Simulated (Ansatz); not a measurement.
## Electronic structure of BrFHInOSi in real space

The calculation's input:

```
crystal:
  periodic: [false, false, false]
  atoms:
    - {symbol: Br, position_ang: [-2.487014, -0.288223, 0.542304]}
    - {symbol: F, position_ang: [-0.009376, 1.254530, -0.501704]}
    - {symbol: In, position_ang: [0.086917, -2.014616, 2.344857]}
    - {symbol: O, position_ang: [0.517407, -1.204689, 0.437370]}
    - {symbol: Si, position_ang: [-0.452659, -0.300126, -0.458721]}
    - {symbol: H, position_ang: [-0.656498, -0.734257, -1.856580]}
basis:
  gaussian: {orbitals: def2-TZVPD}
hamiltonian: {xc: pbe0}
output: {forces: true, orbitals: {seedname: orbitals}}
```

Command:

```sh
ansatz run input.yaml --threads 2 --pin off --max-ram 4350MiB --events-out events.jsonl --progress --plain --runs-dir runs
```

Geometry: PBE0-D3(BJ)/def2-SVP; core potentials replace the inner electrons of In.

Theory: Ansatz, isolated molecule in a Gaussian basis; Kohn-Sham density functional theory, functional PBE0.

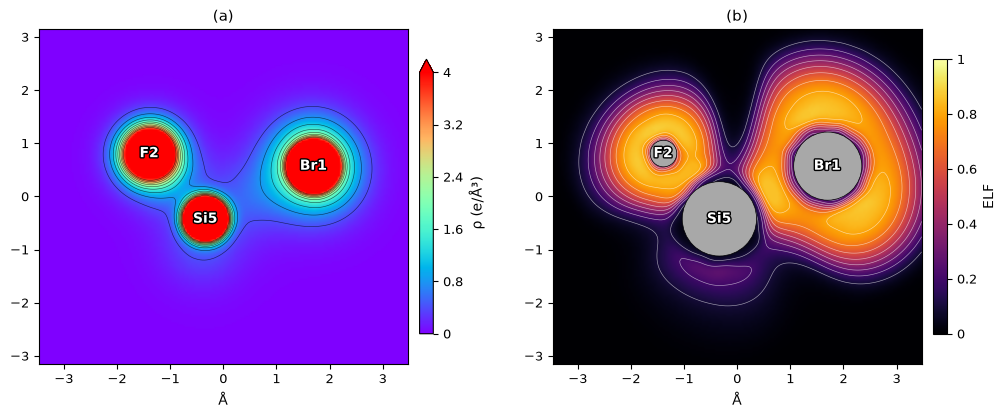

Figure 1. (a) electron density; (b) ELF on the plane of atoms Br1, Si5 and F2. Grey discs cover the atomic cores in the ELF map.

> Describe what can be read from this map.

- The section cuts through Br, F and Si sites.
- Si–F (1.62 Å): ρ is about 1.1 e/Å³ halfway; the ELF peaks at about 0.85 in the valence shell of F, 0.6 Å from its nucleus, and is about 0.45 at the midpoint.
- Si–Br (2.27 Å): ρ is about 0.73 e/Å³ halfway, with its minimum of 0.55 e/Å³ about 0.8 Å from Si; the ELF peaks at about 0.85 between the atoms, as expected for a shared but strongly polarised pair.
- The ELF also peaks beside Br1 and F2, away from the bonds: lone-pair regions.

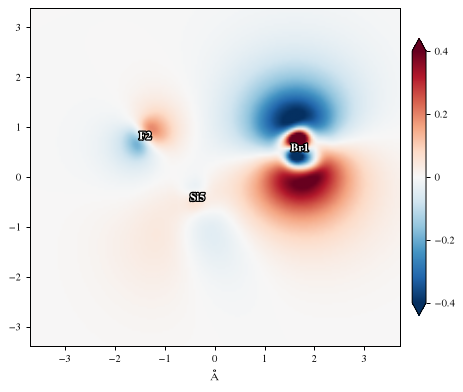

Figure 2. The HOMO−1 on the plane of atoms Br1, Si5 and F2 (values in Å⁻³ᐟ²; the overall sign is arbitrary).

> What is the character of this orbital?

By Hirshfeld shares it lies mainly on Br1 (about 70 %) and O4 (about 25 %); largely a lone pair of Br1. Its energy is −8.42 eV.

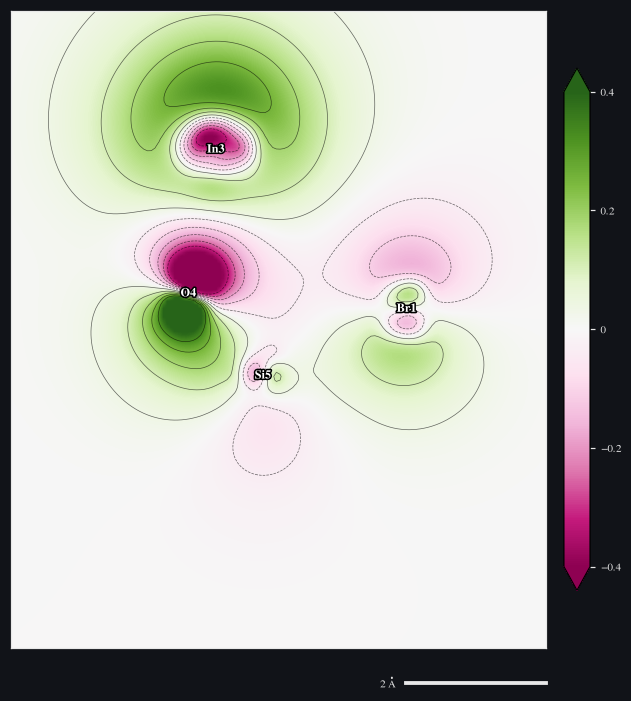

Figure 3. The HOMO on the plane of atoms Br1, Si5 and O4 (values in Å⁻³ᐟ²; the overall sign is arbitrary).

> Describe this orbital and give its energy.

By Hirshfeld shares it lies mainly on In3 (about 65 %), O4 (about 20 %) and Br1 (about 5 %). Its energy is −7.72 eV.
